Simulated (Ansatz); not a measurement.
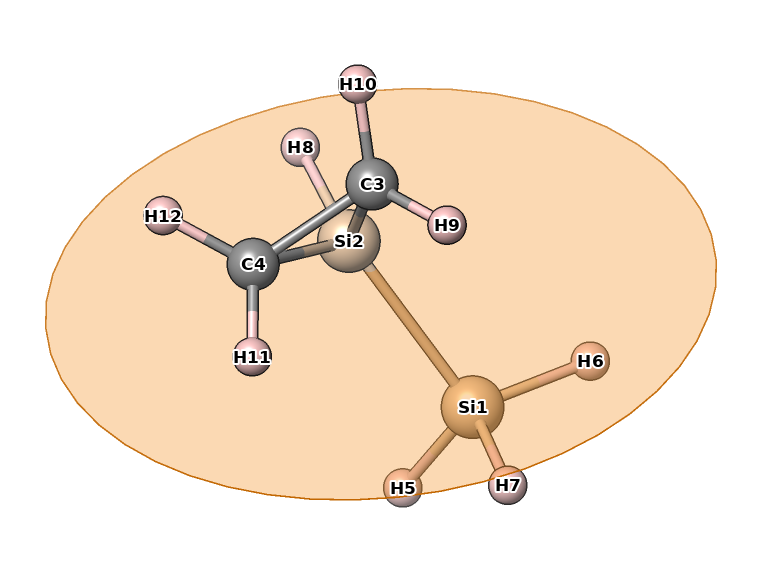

A disc through the centre of mass is drawn in. Depth is shown by fading: the farther an atom, the more it takes the colour of the background. The computed structure is the end point of a PBE0-D4/def2-TZVP optimisation. No frequency run is at hand to confirm it as a minimum.

Is the plane of the disc a mirror plane of the structure?

Answer. No. The point group is Cs, with 1 mirror plane, and this plane isn't one of its mirror planes.
